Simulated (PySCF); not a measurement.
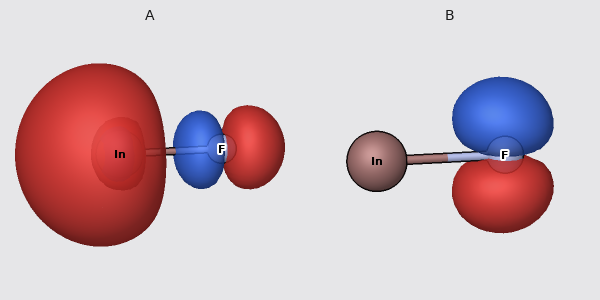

Figure 1: InF. Two frontier orbitals, each drawn at the value that holds 80 % of its norm (red and blue are the two phases), in no order; of a degenerate pair one member is drawn.

Core potentials replace the inner electrons of In.

The calculation used PBE0/aug-cc-pVDZ(-PP), non-relativistic Hamiltonian with scalar-relativistic core potentials where named, at a bond length of 2.025 Å (PySCF).

**Name the orbitals and rank them from lowest to highest energy.**

Orbital B: π, occupied, −9.40 eV; mainly on F (90 %).
Orbital A: σ, occupied, −7.63 eV; mainly on In (75 %).
